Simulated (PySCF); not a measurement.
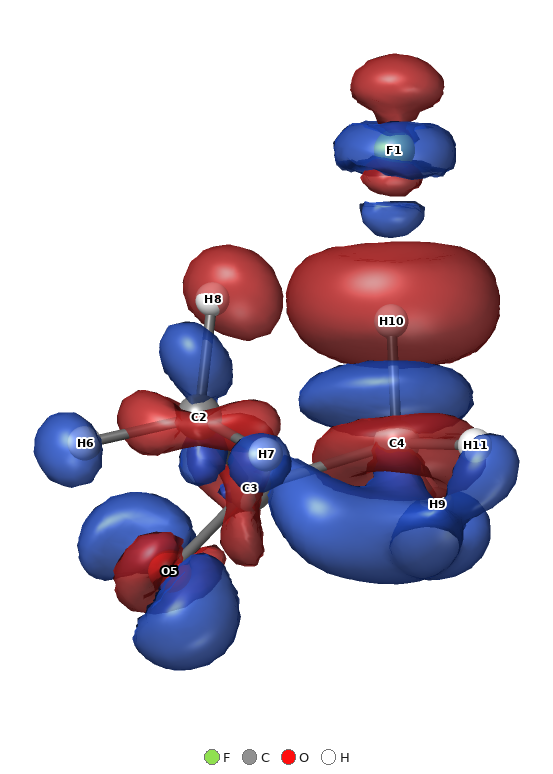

*C$_{3}$H$_{6}$FO, charge −1, SMILES `[F-].CC(C)=O`. Density of the complex less the densities of the two fragments at the same geometry, ±0.015 e/Å³ (blue: gain, red: loss). Fragment A: F(−1) (atom 1); fragment B: H6C3O.*

PySCF calculation, PBE0/def2-SVPD, gas phase; geometry: GFN2-xTB.

Question: How is the density rearranged on binding?

Answer: Hirshfeld charges show 0.083 e passing from A to B. By Hirshfeld charges, electrons gather most on O5 (−0.071 e) and leave H10 most (+0.095 e); 0.38 e is displaced in all.

Question: What is the interaction energy, and which contacts carry it?

Answer: The counterpoise-corrected interaction energy of the frozen fragments is −23.7 kcal/mol without dispersion correction and −24.2 kcal/mol with D3(BJ). The pair geometry is semi-empirical, not a minimum at this level. Contacts: F1···H10, weak C–H hydrogen bond, 1.57 Å, ρ = 0.060 a.u. The pose is a local one from a semi-empirical search, not shown to be the most stable.

Cost of the run: 2.1 min on 1 thread of Intel(R) Xeon(R) Processor @ 2.50GHz (Skylake/Cascade Lake) (shared host), peak memory 0.68 GiB.
